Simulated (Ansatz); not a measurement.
CH$_{8}$N$_{2}$Si$_{2}$ (SMILES [SiH3]N=CN[SiH3])

Input

```
crystal:
  periodic: [false, false, false]
  atoms:
    - {symbol: Si, position_ang: [-1.972627, 0.640833, -0.086638]}
    - {symbol: N, position_ang: [-0.517883, 1.256717, 0.531237]}
    - {symbol: C, position_ang: [0.716475, 1.126962, 0.724784]}
    - {symbol: N, position_ang: [1.526000, 0.083559, 0.365977]}
    - {symbol: Si, position_ang: [1.037081, -1.370859, -0.475911]}
    - {symbol: H, position_ang: [-2.942063, 0.542028, 1.035718]}
    - {symbol: H, position_ang: [-2.487345, 1.604844, -1.094145]}
    - {symbol: H, position_ang: [-1.926243, -0.701177, -0.746104]}
    - {symbol: H, position_ang: [1.271768, 1.921439, 1.243937]}
    - {symbol: H, position_ang: [2.493464, 0.196664, 0.626705]}
    - {symbol: H, position_ang: [0.483843, -1.051482, -1.812767]}
    - {symbol: H, position_ang: [0.043844, -2.135714, 0.313854]}
    - {symbol: H, position_ang: [2.294183, -2.148413, -0.611946]}
basis:
  gaussian: {orbitals: def2-TZVPP}
hamiltonian: {xc: pbe0, dispersion: d4}
output: {orbitals: {seedname: orbitals}}
```

Run with:

```sh
ansatz run in.yaml --threads 4 --pin off --events-out ev --progress --plain --max-ram 10444MiB
```

Geometry: PBE0-D4/def2-TZVP.

Computed with RKS PBE0-D4/def2-TZVPP in Ansatz 0.2.0.

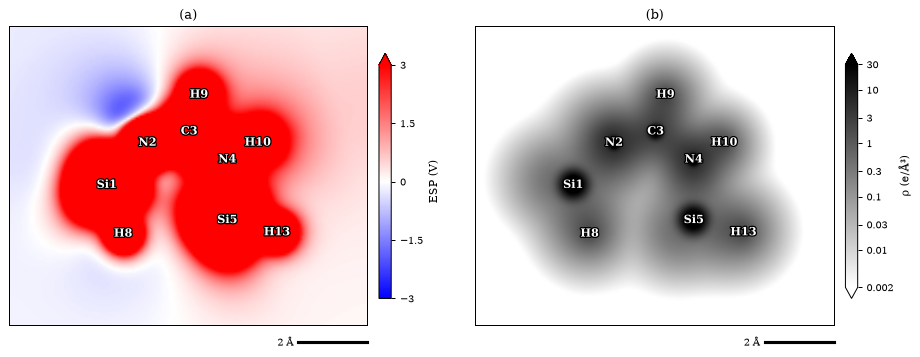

Figure 1. (a) molecular electrostatic potential; (b) total electron density on the plane of atoms Si5, N4 and H10.

### Describe what can be read from this map.

The plane passes through Si, N, C and H nuclei.
C–N (1.26 Å): ρ at the midpoint is about 2.9 e/Å³.
Si–N (1.70 Å): ρ is about 1.1 e/Å³ halfway.
N–H (1.01 Å): ρ is about 2.9 e/Å³ halfway.
C–N (1.37 Å): ρ is about 2.3 e/Å³ halfway.
Si–N (1.75 Å): ρ at the midpoint is about 1.1 e/Å³.
Outside the dense part of the molecule the potential is most negative (−1.9 V) near N2.

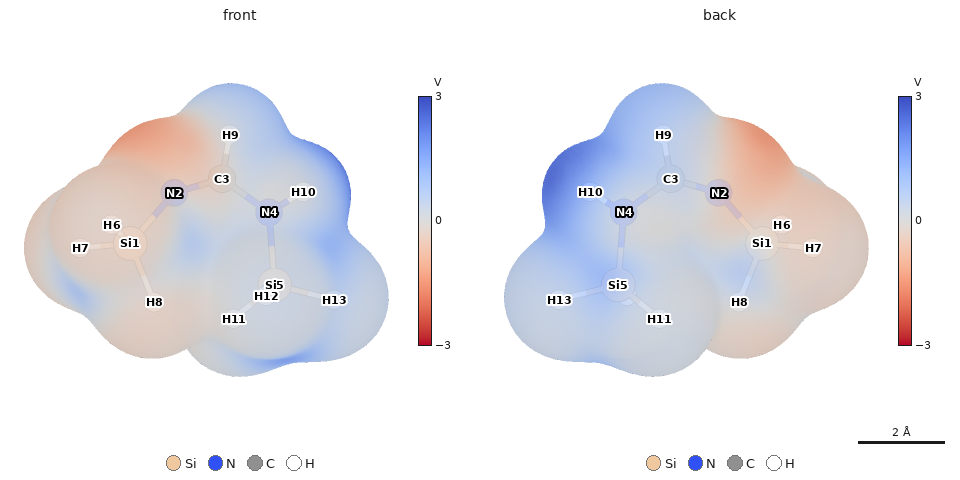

Figure 2. The molecular electrostatic potential painted on the density surface at 0.002 e/bohr³, seen from the front and from behind; red is negative and blue positive.

### Which sites attract a positive test charge, and which a negative one?

A positive charge is drawn to the negative regions and a negative charge to the positive ones. The most negative region (about −1.4 V) lies over N2, the most positive (about +2.4 V) over H10. N2 is the likeliest acceptor of a hydrogen bond.

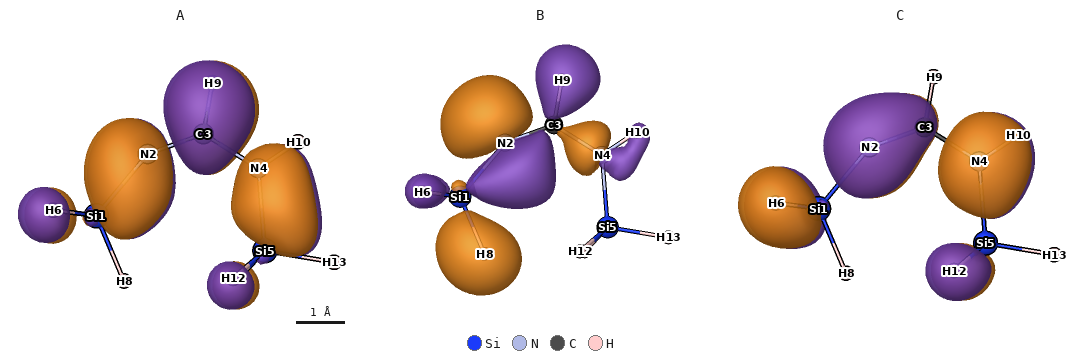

Figure 3. Three frontier orbitals at ±0.08 Å⁻³ᐟ² (orange and purple are the two phases), in no order.

### Order the three orbitals by energy and name them.

C is the HOMO−1 (−7.42 eV). Its weight (Hirshfeld) is mainly on N4 (about 30 %), N2 (about 30 %), C3 (about 10 %) and Si1 (about 10 %). B is the HOMO (−6.90 eV). By Hirshfeld shares it lies mainly on N2 (about 55 %), Si1 (about 15 %), C3 (about 10 %) and H8 (about 10 %). A is the LUMO (−0.20 eV). Its weight (Hirshfeld) is mainly on C3 (about 35 %), N2 (about 20 %), N4 (about 10 %), Si1 (about 10 %) and Si5 (about 10 %).

### What is the HOMO–LUMO gap?

6.70 eV between the orbital energies.
